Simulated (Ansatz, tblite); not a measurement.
# Ga10P10 zinc blende off sphere (Ga10P10H28): removing and adding an electron

Aim: the energy of removing and adding an electron for Ga10P10 zinc blende off sphere (Ga10P10H28), by energy differences, and how well orbital energies stand in for it.

Method: as each input shows; program: Ansatz 0.2.0, Gaussian basis.

The runs, in order: charge +1 doublet, at the geometry of the singlet (PBE0-D4/def2-SVP, PBE-D4/def2-SVP); charge -1 doublet, at the geometry of the singlet (PBE0-D4/def2-SVP, PBE-D4/def2-SVP); the starting singlet's energies come from earlier runs.

1 further run of the same task is left out (set aside as unsound or not needed).

## (1) The relaxed structure

The singlet was relaxed beforehand with PBE-D4/def2-SVP.

48 atoms, charge 0, spin multiplicity 1.

Atoms are counted from 1 here; the program's logs count them from 0.

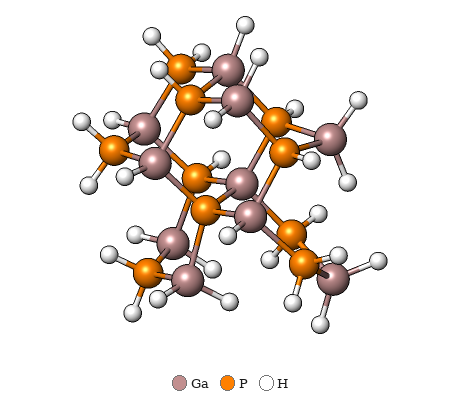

The structure; gallium pink, phosphorus orange, hydrogen white.

## (2) Charge +1 doublet at the fixed geometry, PBE0-D4/def2-SVP

Contents of in.yaml:

```yaml
crystal:
  periodic: [false, false, false]
  atoms:
    - {symbol: Ga, position_ang: [-4.166650, 1.822216, -0.329028]}
    - {symbol: Ga, position_ang: [-1.806526, -3.015894, 3.141509]}
    - {symbol: Ga, position_ang: [1.544590, -3.563476, -0.145632]}
    - {symbol: Ga, position_ang: [-1.265478, 2.223869, -3.083567]}
    - {symbol: Ga, position_ang: [1.864485, -0.664911, -3.059161]}
    - {symbol: Ga, position_ang: [-0.899824, -0.585766, -0.345368]}
    - {symbol: Ga, position_ang: [-1.129556, 1.663766, 2.752870]}
    - {symbol: Ga, position_ang: [1.845361, -0.588021, 2.385048]}
    - {symbol: Ga, position_ang: [1.781474, 2.171542, -0.119578]}
    - {symbol: Ga, position_ang: [4.630809, -0.698081, -0.393567]}
    - {symbol: P, position_ang: [-2.329669, -1.950049, 1.007127]}
    - {symbol: P, position_ang: [-2.399661, 0.764838, -1.612443]}
    - {symbol: P, position_ang: [-2.767631, 2.829036, 1.373307]}
    - {symbol: P, position_ang: [0.472640, -1.972925, -1.655399]}
    - {symbol: P, position_ang: [0.387059, -2.092913, 3.615197]}
    - {symbol: P, position_ang: [3.024266, -1.975929, 0.884117]}
    - {symbol: P, position_ang: [0.282218, 0.779159, -4.224117]}
    - {symbol: P, position_ang: [0.274789, 3.357528, -1.633452]}
    - {symbol: P, position_ang: [3.026046, 0.739969, -1.556428]}
    - {symbol: P, position_ang: [0.351162, 0.757909, 1.099119]}
    - {symbol: H, position_ang: [-4.830578, 2.949562, -1.211545]}
    - {symbol: H, position_ang: [-4.968289, 0.668991, 0.397820]}
    - {symbol: H, position_ang: [-2.814464, -2.389824, 4.179431]}
    - {symbol: H, position_ang: [-1.630293, -4.548251, 2.825833]}
    - {symbol: H, position_ang: [2.312976, -4.645924, -0.996192]}
    - {symbol: H, position_ang: [0.395835, -3.923735, 0.893908]}
    - {symbol: H, position_ang: [-2.093081, 3.164191, -4.034129]}
    - {symbol: H, position_ang: [2.724772, -1.420998, -4.137770]}
    - {symbol: H, position_ang: [-1.924674, 0.416124, 3.331031]}
    - {symbol: H, position_ang: [-0.408398, 2.737300, 3.655378]}
    - {symbol: H, position_ang: [2.680231, 0.272728, 3.410514]}
    - {symbol: H, position_ang: [2.632183, 3.240751, 0.661136]}
    - {symbol: H, position_ang: [5.270824, -1.607925, -1.517032]}
    - {symbol: H, position_ang: [5.453847, 0.216142, 0.597995]}
    - {symbol: H, position_ang: [-2.855666, -2.933107, 0.111054]}
    - {symbol: H, position_ang: [-3.510484, -1.157279, 1.157819]}
    - {symbol: H, position_ang: [-3.050726, -0.141328, -2.512609]}
    - {symbol: H, position_ang: [-3.672853, 3.507422, 2.250700]}
    - {symbol: H, position_ang: [-2.157287, 3.997575, 0.815316]}
    - {symbol: H, position_ang: [-0.428054, -2.666039, -2.528828]}
    - {symbol: H, position_ang: [1.220086, -3.205179, 3.954611]}
    - {symbol: H, position_ang: [0.284693, -1.524332, 4.924097]}
    - {symbol: H, position_ang: [3.835830, -2.764758, 1.764549]}
    - {symbol: H, position_ang: [-0.502137, -0.000756, -5.132420]}
    - {symbol: H, position_ang: [0.983397, 1.560176, -5.198264]}
    - {symbol: H, position_ang: [1.015561, 4.266106, -2.454809]}
    - {symbol: H, position_ang: [-0.485255, 4.329365, -0.908695]}
    - {symbol: H, position_ang: [3.802090, 1.601134, -2.399482]}
basis:
  gaussian: {orbitals: def2-SVP, fitting: {mean_field: def2-universal-jkfit}}
total_charge: 1
magnetization: {spin_polarized: true, initial_magnetization: 1}
hamiltonian: {xc: pbe0, dispersion: d4}
scf: {omitted_lower_state_checks: [starts]}
output: {orbitals: {seedname: orbitals}}
```

On the command line:

```sh
ansatz run in.yaml --threads 5 --pin off --events-out ev --progress --plain --max-ram 66560MiB --backend cuda --devices 0, --max-vram 37GiB
```

The program printed:

```text
Functional definition: PBE0
  name "PBE0"
  cite "Adamo & Barone, J. Chem. Phys. 110, 6158 (1999) doi:10.1063/1.478522"
  cite "Perdew, Burke & Ernzerhof, Phys. Rev. Lett. 77, 3865 (1996) doi:10.1103/PhysRevLett.77.3865"
  parent pbe
  parameter a = 0.25
  parameter kappa = 0.804
  parameter beta = 0.06672455060314922
  exchange = (1 - a)*pbe_x(kappa = kappa, mu = beta*pi^2/3) + a*exact_x
  correlation = pbe_c(beta = beta)
these checks for a lower state are left out or cut short: starts
4444 factors; integrals over basis functions are off by at most 3.5e-1 eV
mean field evaluation 1: about -616922.8397 eV, gradient 4.3e1 eV
mean field evaluation 2: about -616919.3017 eV, gradient 5.4e1 eV
mean field evaluation 4: about -616928.8365 eV, gradient 6.1e0 eV
mean field evaluation 8: about -616929.1012 eV, gradient 1.0e0 eV
mean field evaluation 16: about -616929.1289 eV, gradient 3.3e-2 eV
mean field evaluation 32: about -616929.1291 eV, gradient 2.1e-4 eV
mean field -616929.12913432 eV, -22671.7273261034 hartree, gradient 1.1e-5 eV, S^2 0.754652; 0 other end points of the search recorded, 0 dependent functions left out
reference -616929.12921585 eV, -22671.7273290994 hartree; 244, 243 occupied and 396, 397 virtual orbitals, 4444 factors
Total energy: -616932.75468370 eV, -22671.8605625856 hartree
Checks for a lower state left out: starts
```

Run time: 39 s. Hardware: 1 × H100 (card shared with other runs) with 5 threads of AMD EPYC 7R13, shared host; peak host memory 1.4 GiB.

HOMO -10.04 eV, LUMO -9.07 eV (over both spins); ⟨S²⟩ 0.755 (pure: 0.75).

## (3) Charge +1 doublet at the fixed geometry, PBE-D4/def2-SVP

start.molden holds the orbitals of an earlier run on this state, given as this run's starting guess.

Changes to in.yaml since step 2:

```diff
@@ -52,6 +52,6 @@
 basis:
-  gaussian: {orbitals: def2-SVP, fitting: {mean_field: def2-universal-jkfit}}
+  gaussian: {orbitals: def2-SVP, fitting: {mean_field: def2-universal-jkfit}, initial_orbitals: start.molden}
 total_charge: 1
 magnetization: {spin_polarized: true, initial_magnetization: 1}
-hamiltonian: {xc: pbe0, dispersion: d4}
+hamiltonian: {xc: pbe, dispersion: d4}
 scf: {omitted_lower_state_checks: [starts]}
```

Same command.

The program printed:

```text
Functional definition: PBE
  name "PBE"
  cite "Perdew, Burke & Ernzerhof, Phys. Rev. Lett. 77, 3865 (1996) doi:10.1103/PhysRevLett.77.3865"
  parent pbe
  parameter kappa = 0.804
  parameter beta = 0.06672455060314922
  exchange = pbe_x(kappa = kappa, mu = beta*pi^2/3)
  correlation = pbe_c(beta = beta)
these checks for a lower state are left out or cut short: starts
4444 factors; integrals over basis functions are off by at most 3.5e-1 eV
mean field evaluation 1: about -616908.1555 eV, gradient 1.3e1 eV
mean field evaluation 2: about -616908.8589 eV, gradient 7.1e-1 eV
mean field evaluation 4: about -616908.8644 eV, gradient 9.7e-2 eV
mean field evaluation 8: about -616908.8649 eV, gradient 1.7e-4 eV
mean field evaluation 16: about -616908.8649 eV, gradient 7.4e-6 eV
mean field -616908.86486872 eV, -22670.9826280781 hartree, gradient 7.4e-6 eV, S^2 0.751251; 0 other end points of the search recorded, 0 dependent functions left out
reference -616908.86497716 eV, -22670.9826320631 hartree; 244, 243 occupied and 396, 397 virtual orbitals, 4444 factors
Total energy: -616912.83491630 eV, -22671.1285246358 hartree
Checks for a lower state left out: starts
```

Run time: 16 s. Hardware: 1 × H100 (card shared with other runs) with 5 threads of AMD EPYC 7R13, shared host; peak host memory 1.4 GiB.

Report: HOMO -9.05 eV, LUMO -8.98 eV (over both spins); ⟨S²⟩ 0.751 (pure: 0.75).

## (4) Vertical ionisation energy

Charged state less starting state, singlet to doublet; the starting state's energies are those of its earlier runs.

```tsv
level	vertical ionisation energy (eV)	time
PBE-D4/def2-SVP	+7.57	25 s
PBE0-D4/def2-SVP	+8.10	51 s
```

Times add the two runs; a level without a time comes out of a correlated run.

Beside −ε(HOMO) of the starting state:

```tsv
level	−ε(HOMO) (eV)	by difference (eV)	mismatch (eV)
PBE-D4/def2-SVP	5.96	7.57	-1.61
PBE0-D4/def2-SVP	6.99	8.10	-1.12
```

## (5) Charge -1 doublet at the fixed geometry, PBE0-D4/def2-SVP

Changes to in.yaml since step 3:

```diff
@@ -52,6 +52,6 @@
 basis:
-  gaussian: {orbitals: def2-SVP, fitting: {mean_field: def2-universal-jkfit}, initial_orbitals: start.molden}
-total_charge: 1
+  gaussian: {orbitals: def2-SVP, fitting: {mean_field: def2-universal-jkfit}}
+total_charge: -1
 magnetization: {spin_polarized: true, initial_magnetization: 1}
-hamiltonian: {xc: pbe, dispersion: d4}
+hamiltonian: {xc: pbe0, dispersion: d4}
 scf: {omitted_lower_state_checks: [starts]}
```

Same command.

The program printed:

```text
Functional definition: PBE0
  name "PBE0"
  cite "Adamo & Barone, J. Chem. Phys. 110, 6158 (1999) doi:10.1063/1.478522"
  cite "Perdew, Burke & Ernzerhof, Phys. Rev. Lett. 77, 3865 (1996) doi:10.1103/PhysRevLett.77.3865"
  parent pbe
  parameter a = 0.25
  parameter kappa = 0.804
  parameter beta = 0.06672455060314922
  exchange = (1 - a)*pbe_x(kappa = kappa, mu = beta*pi^2/3) + a*exact_x
  correlation = pbe_c(beta = beta)
these checks for a lower state are left out or cut short: starts
4444 factors; integrals over basis functions are off by at most 3.5e-1 eV
mean field evaluation 1: about -616930.4062 eV, gradient 4.6e1 eV
mean field evaluation 2: about -616925.1215 eV, gradient 6.0e1 eV
mean field evaluation 4: about -616937.1767 eV, gradient 5.2e0 eV
mean field evaluation 8: about -616937.3595 eV, gradient 1.1e0 eV
mean field evaluation 16: about -616937.3812 eV, gradient 3.3e-2 eV
mean field evaluation 32: about -616937.3817 eV, gradient 2.5e-3 eV
mean field -616937.38166670 eV, -22672.0306010746 hartree, gradient 6.9e-6 eV, S^2 0.752364; 0 other end points of the search recorded, 0 dependent functions left out
reference -616937.38174522 eV, -22672.0306039601 hartree; 245, 244 occupied and 395, 396 virtual orbitals, 4444 factors
Total energy: -616941.15898339 eV, -22672.1694149025 hartree
Checks for a lower state left out: starts
```

It took 36 s on 1 × H100 (card shared with other runs) with 5 threads of AMD EPYC 7R13, shared host; peak host memory 1.4 GiB.

Report: HOMO 0.76 eV, LUMO 1.58 eV (over both spins); ⟨S²⟩ 0.752 (pure: 0.75). Doubts: highest occupied level lies above zero.

## (6) Charge -1 doublet at the fixed geometry, PBE-D4/def2-SVP

Changes to in.yaml since step 5:

```diff
@@ -52,6 +52,6 @@
 basis:
-  gaussian: {orbitals: def2-SVP, fitting: {mean_field: def2-universal-jkfit}}
+  gaussian: {orbitals: def2-SVP, fitting: {mean_field: def2-universal-jkfit}, initial_orbitals: start.molden}
 total_charge: -1
 magnetization: {spin_polarized: true, initial_magnetization: 1}
-hamiltonian: {xc: pbe0, dispersion: d4}
+hamiltonian: {xc: pbe, dispersion: d4}
 scf: {omitted_lower_state_checks: [starts]}
```

Same command.

The program printed:

```text
Functional definition: PBE
  name "PBE"
  cite "Perdew, Burke & Ernzerhof, Phys. Rev. Lett. 77, 3865 (1996) doi:10.1103/PhysRevLett.77.3865"
  parent pbe
  parameter kappa = 0.804
  parameter beta = 0.06672455060314922
  exchange = pbe_x(kappa = kappa, mu = beta*pi^2/3)
  correlation = pbe_c(beta = beta)
these checks for a lower state are left out or cut short: starts
4444 factors; integrals over basis functions are off by at most 3.5e-1 eV
mean field evaluation 1: about -616916.1675 eV, gradient 1.3e1 eV
mean field evaluation 2: about -616916.8646 eV, gradient 6.3e-1 eV
mean field evaluation 4: about -616916.8682 eV, gradient 8.6e-2 eV
mean field evaluation 8: about -616916.8689 eV, gradient 3.0e-3 eV
mean field evaluation 16: about -616916.8689 eV, gradient 1.1e-4 eV
mean field -616916.86892044 eV, -22671.2767715537 hartree, gradient 2.1e-6 eV, S^2 0.750892; 0 other end points of the search recorded, 0 dependent functions left out
reference -616916.86902505 eV, -22671.2767753979 hartree; 245, 244 occupied and 395, 396 virtual orbitals, 4444 factors
Total energy: -616921.00659724 eV, -22671.4288283712 hartree
Checks for a lower state left out: starts
```

Run time: 21 s. Hardware: 1 × H100 (card shared with other runs) with 5 threads of AMD EPYC 7R13, shared host; peak host memory 1.4 GiB.

From the report: HOMO 0.88 eV, LUMO 0.91 eV (over both spins); ⟨S²⟩ 0.751 (pure: 0.75). Doubts: highest occupied level lies above zero.

## (7) Vertical electron affinity

Starting state less charged state (positive: the electron is bound), singlet to doublet; the starting state's energies are those of its earlier runs.

```tsv
level	vertical electron affinity (eV)	time
PBE-D4/def2-SVP	+0.60	30 s
PBE0-D4/def2-SVP	+0.30	48 s
```

Times add the two runs; a level without a time comes out of a correlated run.

Beside −ε(LUMO) of the starting state:

```tsv
level	−ε(LUMO) (eV)	by difference (eV)	mismatch (eV)
PBE-D4/def2-SVP	1.97	0.60	+1.37
PBE0-D4/def2-SVP	1.22	0.30	+0.92
```

## (8) What came out

```
                                           quantity                               value
vertical ionisation energy, functionals in def2-SVP  7.57 (PBE-D4) to 8.10 eV (PBE0-D4)
vertical electron affinity, functionals in def2-SVP  0.30 (PBE0-D4) to 0.60 eV (PBE-D4)
```

**Reading.** The vertical ionisation energy spans 7.57 to 8.10 eV over the functionals. −ε(HOMO) misses the level's own difference by -1.12 eV at best (PBE0-D4) and -1.61 eV at worst (PBE-D4). The vertical electron affinity spans 0.30 to 0.60 eV over the functionals. The anion's highest level lies above zero where self-interaction lifts it, so diffuse functions weigh on these values. −ε(LUMO) misses the level's own difference by +0.92 eV at best (PBE0-D4) and +1.37 eV at worst (PBE-D4).

The anion's highest level is positive in at least one run, so there the basis alone may hold the extra electron.
